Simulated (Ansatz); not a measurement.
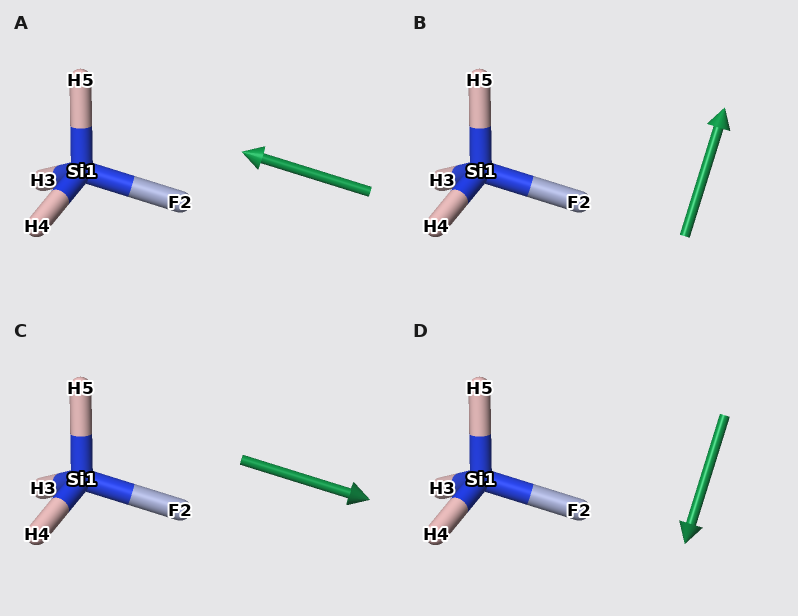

The same molecule four times, each with an arrow. The geometry was computed by an optimisation with PBE0-D4/def2-TZVP. Properties computed with RKS PBE0-D4/def2-TZVP (Ansatz 0.2.0).

### Which arrow points along the dipole moment, from the negative to the positive end?

A. The dipole moment is 1.27 D; it points from the side of F2 to the side of H3, H4, H5 (the outermost atoms at the two ends).
